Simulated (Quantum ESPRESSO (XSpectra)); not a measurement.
# O K-edge X-ray absorption spectrum (XANES) of HfO2 (Pca2₁)

```xyz
12
Lattice="5.2195 0.0000 0.0000 0.0000 5.0048 0.0000 0.0000 0.0000 5.0327" Properties=species:S:1:pos:R:3 pbc="T T T"
Hf     0.1723     1.3387     1.2151
Hf     5.0472     3.6661     3.7314
Hf     2.4374     1.3387     3.7314
Hf     2.7820     3.6661     1.2151
O      1.9201     0.3571     1.9087
O      3.2994     4.6477     4.4251
O      0.6896     0.3571     4.4251
O      4.5298     4.6477     1.9087
O      3.8308     2.3028     2.4775
O      1.3886     2.7020     4.9939
O      3.9984     2.3028     4.9939
O      1.2211     2.7020     2.4775
```

Geometry: Materials Project entry mp-685097 (a computed structure). The cell is the entry's, not relaxed again.

Absorber: atom 9, O on Wyckoff site a (site symmetry 1), with 1 Hf at 2.11 Å, 1 Hf at 2.13 Å, 1 Hf at 2.22 Å, 1 Hf at 2.23 Å, 1 O at 2.51 Å, 2 O at 2.52 Å.

All values are from Quantum ESPRESSO (XSpectra) (LDA, full core hole, dipole K-edge X-ray absorption, plane waves, Troullier-Martins potentials made with ld1.x and PseudoDojo potentials for the other elements (Perdew-Zunger form enforced), scalar-relativistic, no spin, constant broadening).

24-atom cell (absorber images 7.1 Å apart), 70 Ry, k meshes 2×2×3 (SCF) and 4×4×4 (spectrum), Lorentzian half width 0.5 eV. The ground-state test found a gap, so occupations are fixed and the excited electron is left out (charged cell on a uniform background); energies count from the highest occupied level. Field directions run: x; y; z, weighted by the site's symmetry in the crystal. Intensities are scaled to a mean of 1 over 0–35 eV.

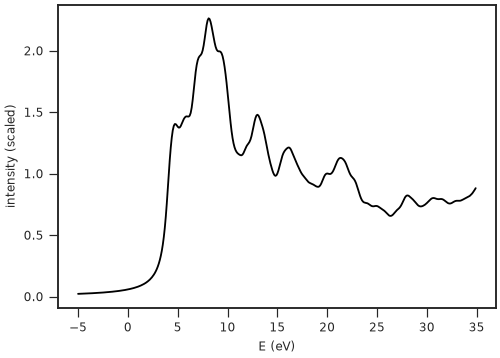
Figure: The computed spectrum

The absolute edge energy is not computed.
